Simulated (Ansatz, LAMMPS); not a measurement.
# Squeezing and shearing Ga2O3 with crystalline order left by the classical run (95 atoms), part 2 of 4

How stiff is Ga2O3 with crystalline order left by the classical run (95 atoms), and how do its levels respond to strain?

Ansatz 0.2.0; Kohn-Sham DFT, PBE, PAW (set soft_1), plane waves.

The cell: 38 Ga and 57 O. The quench rate of 50 K/ps far exceeds what a furnace or splat quench reaches. The starting topology of bonds comes from the classical model. The Brillouin zone is sampled at Γ only.

So far. Step 2 (Single point at the start): The r.m.s. force at the start is 0.34 eV/Å.

**3. Cell and atoms relaxed**

Cell and atoms are freed together, to release stress as well as forces.

Contents of input.yaml:

```yaml
crystal:
  lattice:
    - [10.07704, 0.0, 0.0]
    - [0.0, 10.07704, 0.0]
    - [0.0, 0.0, 10.07704]
  atoms:
    [... the 95 atom lines of step 2 ...]
kpoints:
  mp_grid: { grid: [1, 1, 1] }
hamiltonian:
  xc: pbe
  pseudopotentials: { kind: paw, azcp: { folder: soft_1 } }
scf:
  occupations: { method: fixed }
output:
  forces: true
relax:
  f_tol: 0.05
  max_steps: 150
  cell: {}
```

On the command line:

```bash
$ ansatz run input.yaml --threads 4 --pin off --max-ram 8192MiB --backend cpu --events-out ev --progress --plain --runs-dir out
```

Numbers of over 12 decimals in the logs are rounded to 6 here.

The log of the run:

```text
[...]
Crystal: 95 atoms, lattice volume = 1023.291 Å³
Basis set: ecut = 420 eV, 20005 PW (Γ), exchange–correlation on 144×144×144 points (8 copies of the dense FFT grid, shifted against one another)
Bands: 513, of which v1, the nominal top of the filled ones, is band 418 counted from 1 (417 counted from 0)
Symmetry: 1 space group operations
[...]
k-points: 1
[...]
SCF iter   1: F=—  HF=-176135.316819 eV  |F-HF|=—  |Δ(HF+E_count)|=         —  Δρ=1.17e-1  dr2=6.34e1  ethr=3.10e-3  ⟨swp⟩=4.0  Hψ=1307  notcnv=0  defer=88
[...]
SCF iter  12: F=—  HF=-176113.783061 eV  |F-HF|=—  |Δ(HF+E_count)|=   2.30e-7  Δρ=8.33e-6  dr2=6.43e-7  ethr=3.91e-10  ⟨swp⟩=2.0  Hψ=844  notcnv=0  defer=87
SCF iter  13: F=-176113.783061 eV  HF=-176113.783061 eV  |F-HF|=5.08e-8  |Δ(HF+E_count)|=   9.22e-8  Δρ=2.14e-6  dr2=5.27e-8  ethr=1.20e-11  ⟨swp⟩=2.0  Hψ=1735  notcnv=0
SCF 1 converged in 13 iterations: F = -176113.783061 eV  dr2 = 5.27e-8
[...]
relax step   1: F+E_penalty+E_count = -176113.78306118 eV  Δ(F+E_penalty+E_count) = +0.000e0 eV  max|allowed force component| = 1.003e0 eV/Å  Δτ_max = 0.0000 Å  P = -6.540 GPa  Ω = 1023.291 Å³  (13 SCF iters, dr2 threshold 1.00e-7 eV, accepted)
[... from here on, the SCF cycles and remarks between the steps are left out ...]
relax step   2: F+E_penalty+E_count = -176115.69264053 eV  Δ(F+E_penalty+E_count) = -1.910e0 eV  max|allowed force component| = 6.546e-1 eV/Å  Δτ_max = 0.1323 Å  P = -2.576 GPa  Ω = 1002.159 Å³  energy of the carried Pulay correction = +5.997e-2 eV  (8 SCF iters, dr2 threshold 9.50e-6 eV, accepted)
relax step   3: F+E_penalty+E_count = -176116.48633116 eV  Δ(F+E_penalty+E_count) = -7.937e-1 eV  max|allowed force component| = 4.716e-1 eV/Å  Δτ_max = 0.0891 Å  P = +0.863 GPa  Ω = 989.776 Å³  energy of the carried Pulay correction = +9.569e-2 eV  (8 SCF iters, dr2 threshold 9.50e-6 eV, accepted)
relax step   4: F+E_penalty+E_count = -176117.44895975 eV  Δ(F+E_penalty+E_count) = -9.626e-1 eV  max|allowed force component| = 2.930e-1 eV/Å  Δτ_max = 0.2000 Å  P = +1.052 GPa  Ω = 1000.515 Å³  energy of the carried Pulay correction = +6.469e-2 eV  (8 SCF iters, dr2 threshold 9.50e-6 eV, accepted)
relax step   5: F+E_penalty+E_count = -176118.11497442 eV  Δ(F+E_penalty+E_count) = -6.660e-1 eV  max|allowed force component| = 2.593e-1 eV/Å  Δτ_max = 0.2000 Å  P = +0.494 GPa  Ω = 1016.027 Å³  energy of the carried Pulay correction = +2.047e-2 eV  (8 SCF iters, dr2 threshold 5.37e-6 eV, accepted)
relax step   6: F+E_penalty+E_count = -176118.39104446 eV  Δ(F+E_penalty+E_count) = -2.761e-1 eV  max|allowed force component| = 1.772e-1 eV/Å  Δτ_max = 0.2000 Å  P = -0.047 GPa  Ω = 1032.505 Å³  energy of the carried Pulay correction = -2.576e-2 eV  (9 SCF iters, dr2 threshold 4.20e-6 eV, accepted)
relax step   7: F+E_penalty+E_count = -176118.42934628 eV  Δ(F+E_penalty+E_count) = -3.830e-2 eV  max|allowed force component| = 1.097e-1 eV/Å  Δτ_max = 0.2000 Å  P = -0.046 GPa  Ω = 1035.543 Å³  energy of the carried Pulay correction = -3.420e-2 eV  (9 SCF iters, dr2 threshold 1.96e-6 eV, accepted)
relax step   8: F+E_penalty+E_count = -176118.48977378 eV  Δ(F+E_penalty+E_count) = -6.043e-2 eV  max|allowed force component| = 1.944e-1 eV/Å  Δτ_max = 0.2000 Å  P = +0.170 GPa  Ω = 1040.193 Å³  energy of the carried Pulay correction = -4.708e-2 eV  (9 SCF iters, dr2 threshold 7.52e-7 eV, accepted)
relax step   9: F+E_penalty+E_count = -176118.58391711 eV  Δ(F+E_penalty+E_count) = -9.414e-2 eV  max|allowed force component| = 3.443e-1 eV/Å  Δτ_max = 0.1946 Å  P = -0.369 GPa  Ω = 1046.969 Å³  energy of the carried Pulay correction = -6.574e-2 eV  (8 SCF iters, dr2 threshold 2.36e-6 eV, accepted)
relax step  10: F+E_penalty+E_count = -176118.77525004 eV  Δ(F+E_penalty+E_count) = -1.913e-1 eV  max|allowed force component| = 5.648e-1 eV/Å  Δτ_max = 0.1949 Å  P = +0.420 GPa  Ω = 1044.334 Å³  energy of the carried Pulay correction = -5.850e-2 eV  (8 SCF iters, dr2 threshold 7.41e-6 eV, accepted)
relax step  11: F+E_penalty+E_count = -176118.97428544 eV  Δ(F+E_penalty+E_count) = -1.990e-1 eV  max|allowed force component| = 4.318e-1 eV/Å  Δτ_max = 0.1945 Å  P = -0.143 GPa  Ω = 1048.996 Å³  energy of the carried Pulay correction = -7.130e-2 eV  (7 SCF iters, dr2 threshold 9.50e-6 eV, accepted)
relax step  12: F+E_penalty+E_count = -176119.15903397 eV  Δ(F+E_penalty+E_count) = -1.847e-1 eV  max|allowed force component| = 1.845e-1 eV/Å  Δτ_max = 0.2000 Å  P = +0.002 GPa  Ω = 1050.650 Å³  energy of the carried Pulay correction = -7.582e-2 eV  (8 SCF iters, dr2 threshold 9.50e-6 eV, accepted)
relax step  13: F+E_penalty+E_count = -176119.26924132 eV  Δ(F+E_penalty+E_count) = -1.102e-1 eV  max|allowed force component| = 1.698e-1 eV/Å  Δτ_max = 0.2000 Å  P = +0.175 GPa  Ω = 1054.902 Å³  energy of the carried Pulay correction = -8.743e-2 eV  (9 SCF iters, dr2 threshold 2.13e-6 eV, accepted)
[...]
relax step  16: F+E_penalty+E_count = -176119.52726947 eV  Δ(F+E_penalty+E_count) = -1.160e-1 eV  max|allowed force component| = 8.491e-2 eV/Å  Δτ_max = 0.0972 Å  P = +0.027 GPa  Ω = 1065.711 Å³  energy of the carried Pulay correction = -1.167e-1 eV  (13 SCF iters, accepted)
relax step  17: F+E_penalty+E_count = -176119.57394998 eV  Δ(F+E_penalty+E_count) = -4.668e-2 eV  max|allowed force component| = 1.241e-1 eV/Å  Δτ_max = 0.1000 Å  P = -0.002 GPa  Ω = 1068.341 Å³  energy of the carried Pulay correction = -1.238e-1 eV  (9 SCF iters, dr2 threshold 4.51e-7 eV, accepted)
relax step  18: F+E_penalty+E_count = -176119.63030819 eV  Δ(F+E_penalty+E_count) = -5.636e-2 eV  max|allowed force component| = 2.150e-1 eV/Å  Δτ_max = 0.1462 Å  P = +0.025 GPa  Ω = 1070.687 Å³  energy of the carried Pulay correction = -1.301e-1 eV  (9 SCF iters, dr2 threshold 9.63e-7 eV, accepted)
relax step  19: F+E_penalty+E_count = -176119.73349263 eV  Δ(F+E_penalty+E_count) = -1.032e-1 eV  max|allowed force component| = 2.546e-1 eV/Å  Δτ_max = 0.2000 Å  P = +0.002 GPa  Ω = 1072.891 Å³  energy of the carried Pulay correction = -1.360e-1 eV  (8 SCF iters, dr2 threshold 2.89e-6 eV, accepted)
relax step  20: F+E_penalty+E_count = -176119.83387379 eV  Δ(F+E_penalty+E_count) = -1.004e-1 eV  max|allowed force component| = 3.559e-1 eV/Å  Δτ_max = 0.1966 Å  P = +0.056 GPa  Ω = 1073.978 Å³  energy of the carried Pulay correction = -1.389e-1 eV  (8 SCF iters, dr2 threshold 4.05e-6 eV, accepted)
relax step  21: F+E_penalty+E_count = -176120.00470513 eV  Δ(F+E_penalty+E_count) = -1.708e-1 eV  max|allowed force component| = 1.940e-1 eV/Å  Δτ_max = 0.2000 Å  P = -0.086 GPa  Ω = 1077.582 Å³  energy of the carried Pulay correction = -1.485e-1 eV  (8 SCF iters, dr2 threshold 7.92e-6 eV, accepted)
relax step  22: F+E_penalty+E_count = -176120.12300578 eV  Δ(F+E_penalty+E_count) = -1.183e-1 eV  max|allowed force component| = 1.580e-1 eV/Å  Δτ_max = 0.2000 Å  P = -0.046 GPa  Ω = 1082.979 Å³  energy of the carried Pulay correction = -1.629e-1 eV  (8 SCF iters, dr2 threshold 2.35e-6 eV, accepted)
relax step  23: F+E_penalty+E_count = -176120.17157556 eV  Δ(F+E_penalty+E_count) = -4.857e-2 eV  max|allowed force component| = 5.936e-2 eV/Å  Δτ_max = 0.2000 Å  P = +0.045 GPa  Ω = 1087.756 Å³  energy of the carried Pulay correction = -1.755e-1 eV  (9 SCF iters, dr2 threshold 1.56e-6 eV, accepted)
relax step  24: F+E_penalty+E_count = -176120.17792401 eV  Δ(F+E_penalty+E_count) = -6.348e-3 eV  max|allowed force component| = 4.969e-2 eV/Å  Δτ_max = 0.0470 Å  P = +0.003 GPa  Ω = 1086.818 Å³  energy of the carried Pulay correction = -1.731e-1 eV  (8 SCF iters, dr2 threshold 2.20e-7 eV, accepted)
relax step  25: F+E_penalty+E_count = -176120.48567111 eV  Δ(F+E_penalty+E_count) = -3.077e-1 eV  max|allowed force component| = 5.014e-2 eV/Å  Δτ_max = 0.0000 Å  P = +0.435 GPa  Ω = 1086.818 Å³  stress off target by 7.70e-1 GPa  SCF on the basis re-selected at this cell (its energy is not comparable with the rows above)  (9 SCF iters)
relax step  26: F+E_penalty+E_count = -176120.48744641 eV  Δ(F+E_penalty+E_count) = -1.775e-3 eV  max|allowed force component| = 3.042e-2 eV/Å  Δτ_max = 0.0415 Å  P = +0.037 GPa  Ω = 1093.823 Å³  energy of the carried Pulay correction = -1.870e-2 eV  (8 SCF iters, dr2 threshold 1.48e-6 eV, accepted)
relax step  27: F+E_penalty+E_count = -176120.48969843 eV  Δ(F+E_penalty+E_count) = -2.252e-3 eV  max|allowed force component| = 1.353e-2 eV/Å  Δτ_max = 0.0125 Å  P = +0.020 GPa  Ω = 1093.696 Å³  energy of the carried Pulay correction = -1.831e-2 eV  (9 SCF iters, dr2 threshold 2.41e-8 eV, accepted)
relax step  28: F+E_penalty+E_count = -176120.51035017 eV  Δ(F+E_penalty+E_count) = -2.065e-2 eV  max|allowed force component| = 1.360e-2 eV/Å  Δτ_max = 0.0000 Å  P = +0.028 GPa  Ω = 1093.696 Å³  stress off target by 7.35e-2 GPa  SCF on the basis re-selected at this cell (its energy is not comparable with the rows above)  (6 SCF iters)
relax step  29: F+E_penalty+E_count = -176120.50891654 eV  Δ(F+E_penalty+E_count) = +1.434e-3 eV  max|allowed force component| = 8.320e-3 eV/Å  Δτ_max = 0.0065 Å  P = +0.003 GPa  Ω = 1094.396 Å³  energy of the carried Pulay correction = -1.810e-3 eV  (8 SCF iters, dr2 threshold 1.35e-8 eV, accepted)
relax step  30: F+E_penalty+E_count = -176120.51139854 eV  Δ(F+E_penalty+E_count) = -2.482e-3 eV  max|allowed force component| = 8.337e-3 eV/Å  Δτ_max = 0.0000 Å  P = +0.004 GPa  Ω = 1094.396 Å³  stress off target by 1.33e-2 GPa  SCF on the basis re-selected at this cell (its energy is not comparable with the rows above)  (4 SCF iters)
[...]
SCF converged after 4 iterations
Free energy (F): -176120.511399 eV
[...]
Internal energy: -176120.511399 eV  (E = F + TS)
E sigma→0 (E₀):  -176120.511399 eV
Fermi energy:    7.057343 eV
[...]
Σ components = -176120.511399   (vs F -176120.511399, Δ=0.00e0)
--- Forces (eV/Å), atoms counted from 1 ---
  atom   1  Ga    -0.00024631     0.00155471     0.00083807
  atom   2  Ga     0.00210060     0.00098688     0.00015729
  atom   3  Ga    -0.00112907     0.00380326    -0.00089745
  atom   4  Ga     0.00096149    -0.00088572     0.00188631
[...]
atom  95  O     -0.00078523    -0.00193949    -0.00277029
  max |Σ_I F_I| component: 7.53e-6 eV/Å
--- Stress (GPa, compression-positive) ---
        0.002703       0.003817      -0.001248
        0.003817       0.010289      -0.004539
       -0.001248      -0.004539      -0.001930
  P = ⅓ Tr σ = 0.0037 GPa (0.037 kbar)
--- Relaxed structure (27 steps of the walk, 26 accepted, 3 SCFs on fresh bases) ---
  F+E_penalty+E_count = -176120.51139854 eV   max|allowed force component| = 8.337e-3 eV/Å   (the final SCF, on the basis selected at the relaxed cell)
  cell:  # Å, volume = 1094.3958 Å³
    - [10.473215, 0.154039, 0.114212]
    - [0.154039, 10.052035, 0.237065]
    - [0.114212, 0.237065, 10.404483]
  atoms:
    - { symbol: Ga, position: [0.270004, 0.888304, 0.365249] }
    - { symbol: Ga, position: [0.082078, 0.341293, 0.897971] }
    - { symbol: Ga, position: [0.767329, 0.575647, 0.505529] }
    - { symbol: Ga, position: [0.410126, 0.629013, 0.221989] }
[...]
- { symbol: O, position: [0.00431861, 0.415174, 0.045744] }
```

Wall time 4.1 min (4 threads of Intel Xeon Platinum 8559C (Emerald Rapids), shared host); peak memory 1.8 GiB.

The relaxation converged after 27 steps, with a largest force component of 0.0083 eV/Å.

**4. Single point at the relaxed geometry**

One more single point at the end of the walk gives the fuller output and checks the residual forces.

Contents of input.yaml:

```yaml
crystal:
  lattice:
    - [10.47322, 0.15404, 0.11421]
    - [0.15404, 10.05203, 0.23707]
    - [0.11421, 0.23707, 10.40448]
  atoms:
    - { symbol: Ga, position: [0.27, 0.8883, 0.36525] }
    - { symbol: Ga, position: [0.08208, 0.34129, 0.89797] }
    - { symbol: Ga, position: [0.76733, 0.57565, 0.50553] }
    - { symbol: Ga, position: [0.41013, 0.62901, 0.22199] }
    - { symbol: Ga, position: [0.84442, 0.62287, 0.81333] }
    - { symbol: Ga, position: [0.31154, 0.26352, 0.63205] }
    [... 83 atom lines left out ...]
    - { symbol: O, position: [0.60306, 0.99531, 0.30624] }
    - { symbol: O, position: [0.07848, 0.97851, 0.11991] }
    - { symbol: O, position: [0.28393, 0.90763, 0.96257] }
    - { symbol: O, position: [0.59525, 0.81318, 0.06383] }
    - { symbol: O, position: [0.48059, 0.26636, 0.27261] }
    - { symbol: O, position: [0.00432, 0.41517, 0.04574] }
kpoints:
  mp_grid: { grid: [1, 1, 1] }
hamiltonian:
  xc: pbe
  pseudopotentials: { kind: paw, azcp: { folder: soft_1 } }
scf:
  occupations: { method: fixed }
output:
  forces: true
  stress: true
  populations: true
  dos:
    method: { smearing: { sigma: 0.1 } }
    de: 0.1
    projected: { site_lists: { Ga: [Ga], O: [O] } }
  eigenvalues: true
  write_density: true
  write_potential: true
  volumetric_format: npy
  elf: true
```

The log of the run:

```text
[...]
Crystal: 95 atoms, lattice volume = 1094.395 Å³
Basis set: ecut = 420 eV, 21437 PW (Γ), exchange–correlation on 144×144×144 points (8 copies of the dense FFT grid, shifted against one another)
Bands: 513, of which v1, the nominal top of the filled ones, is band 418 counted from 1 (417 counted from 0)
Symmetry: 1 space group operations
[...]
k-points: 1
[...]
SCF iter   1: F=—  HF=-176144.505247 eV  |F-HF|=—  |Δ(HF+E_count)|=         —  Δρ=1.15e-1  dr2=7.21e1  ethr=3.10e-3  ⟨swp⟩=5.0  Hψ=1544  notcnv=0  defer=88
[...]
SCF iter  13: F=-176120.511399 eV  HF=-176120.511399 eV  |F-HF|=2.13e-8  |Δ(HF+E_count)|=   1.43e-7  Δρ=1.75e-6  dr2=3.83e-8  ethr=1.20e-11  ⟨swp⟩=16.0  Hψ=4037  notcnv=0
SCF 1 converged in 13 iterations: F = -176120.511399 eV  dr2 = 3.83e-8
[...]
SCF converged after 13 iterations
Free energy (F): -176120.511399 eV
[...]
Internal energy: -176120.511399 eV  (E = F + TS)
E sigma→0 (E₀):  -176120.511399 eV
Fermi energy:    7.057356 eV
[...]
--- Forces (eV/Å), atoms counted from 1 ---
  atom   1  Ga     0.00098848     0.00236608    -0.00005233
  atom   2  Ga     0.00170610     0.00199340    -0.00002642
  atom   3  Ga    -0.00111022     0.00343923    -0.00039154
  atom   4  Ga     0.00051180     0.00020637     0.00098196
  atom   5  Ga    -0.00506270    -0.00209718    -0.00277004
  atom   6  Ga    -0.00364278    -0.00224552    -0.00583502
  atom   7  Ga     0.00019885    -0.00150978     0.00627738
  atom   8  Ga    -0.00091252    -0.00223453    -0.00235414
  atom   9  Ga    -0.00530936    -0.00129662    -0.00061651
  atom  10  Ga     0.00023180    -0.00229151     0.00150922
  atom  11  Ga     0.00250821     0.00072058     0.00447946
  atom  12  Ga     0.00058657    -0.00168254     0.00002413
  atom  13  Ga     0.00194513     0.00127461    -0.00323892
  atom  14  Ga    -0.00140309     0.00072574     0.00088590
[...]
atom  94  O      0.00054898    -0.00095017     0.00312322
  atom  95  O     -0.00122102    -0.00094573    -0.00172660
  max |Σ_I F_I| component: 1.75e-5 eV/Å
--- Stress (GPa, compression-positive) ---
        0.003103       0.003022      -0.001436
        0.003022       0.010183      -0.004849
       -0.001436      -0.004849      -0.001679
  P = ⅓ Tr σ = 0.0039 GPa (0.039 kbar)
--- Band table (eV) ---
[...]
--- Löwdin populations: 95 sites ---
  site symbol       q [e]
     0     Ga     11.9557
     1     Ga     11.9343
     2     Ga     11.9235
[...]
94      O      6.6757
  spilling = 0.002645 (of n_electrons = 836.000000)
```

The job ended after 16 s (4 threads; peak memory 1.8 GiB; 58 s of CPU time).

Read from the output:

```
free energy                                      : -176120.5114 eV
free energy per atom                             : -1853.9001 eV/atom
SCF cycles                                       : 13
pressure                                         : 0.003869 GPa
r.m.s. force component                           : 0.00252 eV/Å
longest force                                    : 0.00931 eV/Å
Fermi energy                                     : 7.057 eV
gap (highest filled to lowest empty level) : 1.619 eV
spilling of the projection                       : 0.002645
```

Löwdin charges by element and coordination (they lack the spilled electrons, 0.023 e an atom on average):

```csv
element,coordination,atoms,mean charge (e),spread,least,most
Ga,all,38,1.07,0.0179,1.02,1.11
Ga,4,13,1.08,0.0135,1.06,1.11
Ga,5,16,1.06,0.0138,1.04,1.09
Ga,6,9,1.05,0.0095,1.02,1.06
O,all,57,-0.672,0.0111,-0.697,-0.642
O,3,43,-0.674,0.0102,-0.697,-0.656
O,4,13,-0.663,0.0097,-0.677,-0.642
O,5,1,-0.671,0,-0.671,-0.671
```

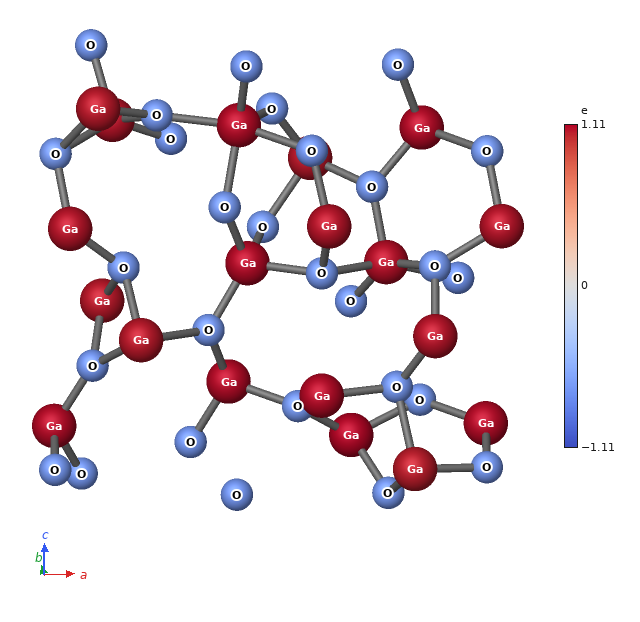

Atoms coloured by Löwdin charge. Drawn is a slice 4 Å thick, seen along the normal of the ac plane. Bonds to atoms that aren't drawn are left out.

States in the cell by windows of 1 eV, zero at the Fermi level; the larger projections on atomic orbitals stand beside the total:

```csv
from (eV),to (eV),total,O p,Ga p,Ga s
-10,-8,0.0,0.0,0.0,0.0
-8,-7,0.2,0.1,0.0,0.1
-7,-6,30.9,19.0,1.5,9.2
-6,-5,27.8,17.6,1.9,6.4
-5,-4,37.8,26.7,5.9,3.0
-4,-3,51.1,39.6,8.0,1.4
-3,-2,57.2,48.4,6.2,0.7
-2,-1,71.2,65.2,3.3,0.4
-1,0,64.4,62.0,0.8,0.2
0,1,1.2,1.2,0.0,0.0
1,2,2.0,0.1,0.0,1.2
2,3,0.0,0.0,0.0,0.0
3,4,1.6,0.4,0.3,0.5
4,5,13.6,3.6,2.6,4.9
```

With fixed occupations the program's Fermi level is the highest filled level; weight inside the gap is the broadening of levels at its edges.

Between -19 and -10 eV lie 494 more states.

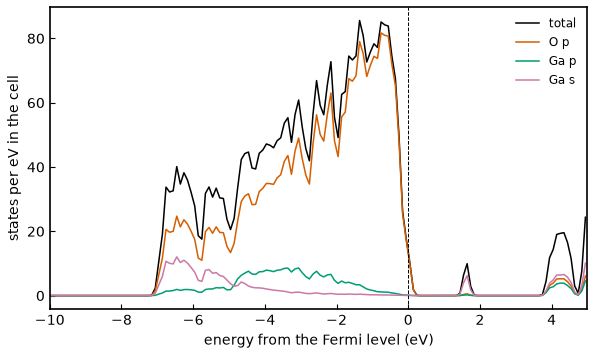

Total and projected density of states, with the broadening of the input.

The levels nearest the highest filled one (over half full), pooled over k-points and spins:

```csv
level less the highest filled one (eV),occupation
-0.317,2
-0.297,2
-0.248,2
-0.222,2
-0.109,2
0,2
1.62,0
3.94,0
4.10,0
4.19,0
4.30,0
4.39,0
```

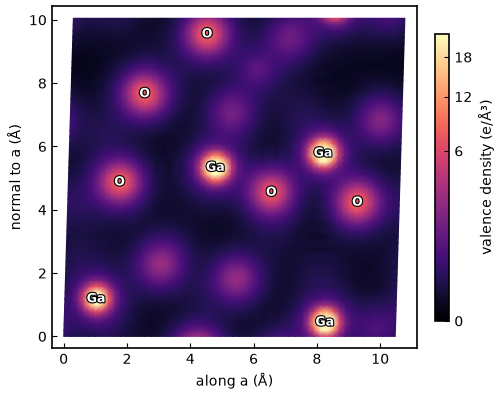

Valence density in the ab plane at fractional z = 0.511, with atoms of Ga and O within 0.2 Å of it. It is the smooth field of the valence electrons, not physical close to the nuclei. The colour scale is stretched toward low values.

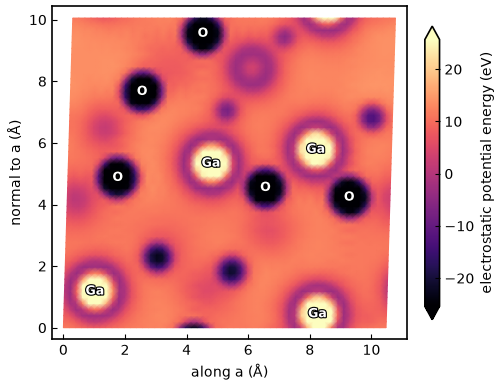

Electrostatic potential energy in the ab plane at fractional z = 0.511, with atoms of Ga and O within 0.2 Å of it. With pseudopotentials it is smooth inside the atoms' cores, unlike the true potential.

Between filled and empty levels lie 1.62 eV (at Γ alone); a semilocal functional tends to put such gaps too low. In a disordered cell it changes from sample to sample, and tail or defect levels can set it. Mean Löwdin charges: Ga +1.07, O -0.67 e. The largest share in the top eV of filled states is O p (97 % of the projected weight), and in the lowest eV of empty states Ga s (63 % of the projected weight).

[end of part 2 of 4]

[Logs are printed without paths, hosts, clocks, repeated set-up lines and the standing remarks that a program may print on its own settings, such as how far it seeks lower states.]

[Hosts, paths, dates, database ids (printed as entryN), source tags and the programs' standing remarks are cut or masked in the printed files.]
